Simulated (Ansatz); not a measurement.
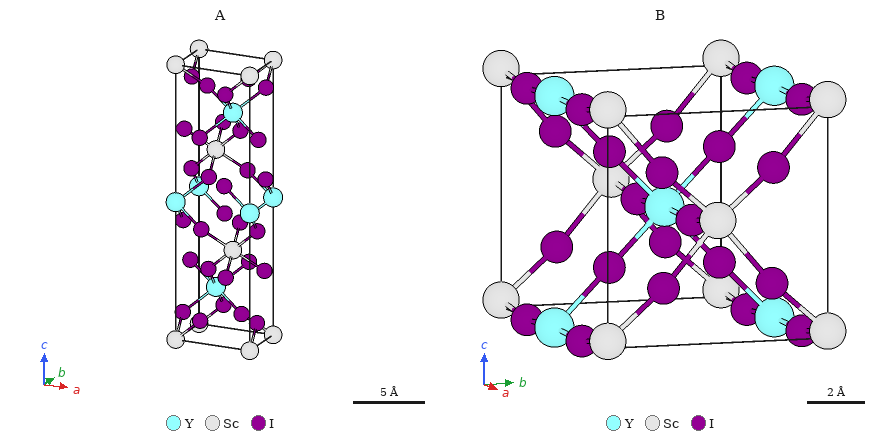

Two structures of YScI6, each relaxed to rest (conventional cells in solid outline, small ones repeated, not to one scale). Method: Ansatz, DFT, PBEsol, plane waves, PAW, without spin polarisation.

**Characterise the two forms.**

A: 24 atoms a cell on a rhombohedral (trigonal R) lattice, R-3. B: 16 atoms a cell on a base-centred orthorhombic lattice, Amm2.

**Which has the lower energy, and by how much?**

A is lower, by 118 meV/atom at this level of theory (energies at zero smearing). Volumes: A 37.6, B 49.5 Å³/atom.

One or both may be structure types tried for this composition rather than known phases.
